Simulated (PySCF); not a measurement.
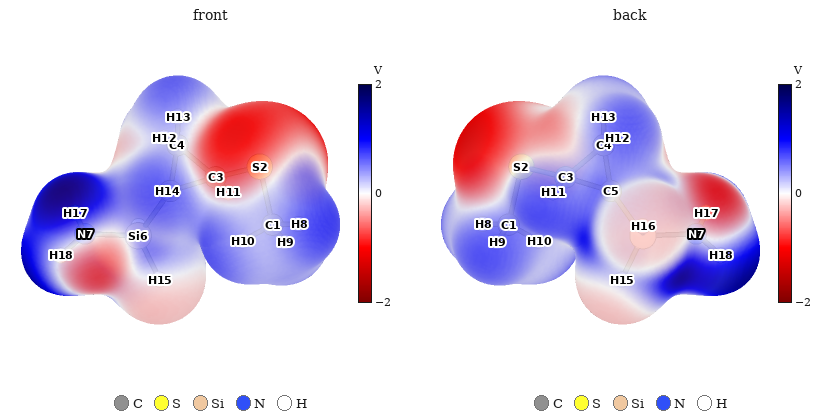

Figure. C4H11NSSi. The electrostatic potential painted on the density surface at 0.002 e/bohr³, seen from the front and from behind; red is negative and blue positive.

Geometry: GFN2-xTB.

Level of theory: BP86/pcSseg-1, SCF density, gas phase, non-relativistic (PySCF 2.14.0).

```xyz
18

C     2.5122   -0.4037    1.4997
S     2.6317    0.0529   -0.2555
C     0.9781   -0.4395   -0.7532
C     0.2785    0.3505   -1.8061
C    -0.1847    0.4290   -0.3799
Si   -1.7850   -0.3853    0.1790
N    -2.9483    0.8687    0.1803
H     3.4523   -0.1278    1.9652
H     2.3526   -1.4753    1.5832
H     1.6900    0.1399    1.9567
H     0.8555   -1.5151   -0.7431
H    -0.3230   -0.1876   -2.5240
H     0.7996    1.2003   -2.2224
H     0.0875    1.3480    0.1279
H    -1.5985   -0.9572    1.5225
H    -2.1559   -1.4579   -0.7531
H    -2.7485    1.8206   -0.0647
H    -3.8939    0.7394    0.4875
```

Which sites attract a positive test charge, and which a negative one?

A positive charge is drawn to the negative regions and a negative charge to the positive ones. The most negative region (about −1.2 V) lies over S2, the most positive (about +1.6 V) over H17 and H18.
